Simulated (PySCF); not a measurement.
Input

```
{"job": {"kind": "nmr", "xc": "PBE0", "basis": "pcSseg-1"}, "charge": 0, "multiplicity": 1}
B     -0.000024     0.000016    -0.000007
H      1.206030    -0.031493     0.015324
H     -0.575609     1.060227    -0.019746
H     -0.630407    -1.028750     0.004430
```

Run with:

```sh
OMP_NUM_THREADS=1 python probes_run.py task.json out
```

Geometry: PBE0-D3(BJ)/def2-SVP.

Computed with PBE0/pcSseg-1, SCF density, gas phase, non-relativistic (PySCF).

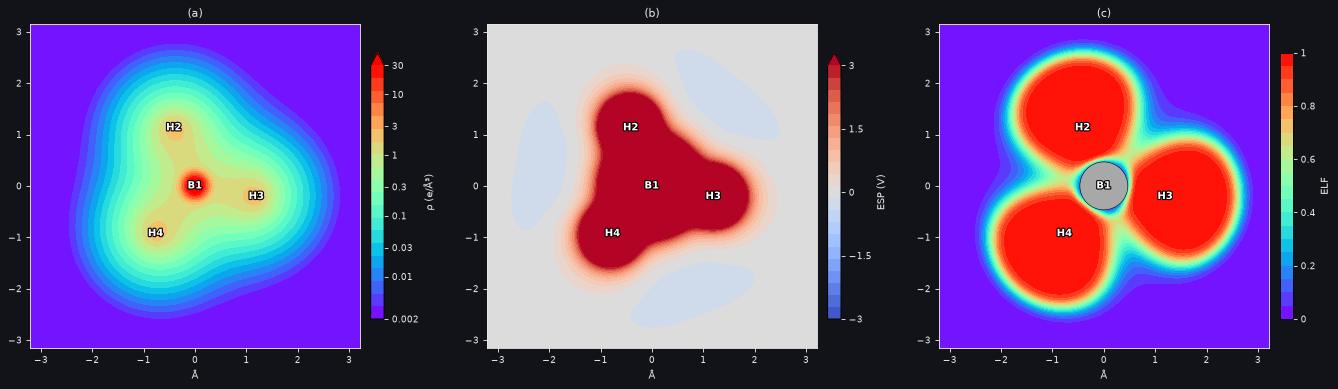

BH3. (a) total electron density; (b) molecular electrostatic potential; (c) ELF on the molecular plane. Grey discs cover the atomic cores in the ELF map.

Q: What do the fields say about this system?

A: Atoms in the plane: B and H. B–H (1.21 Å): the density is about 1.3 e/Å³ at the midpoint; the ELF climbs to about 1 towards the hydrogen, as it does in any bond to H: a covalent bond by its length. The potential has no marked negative region in this plane.
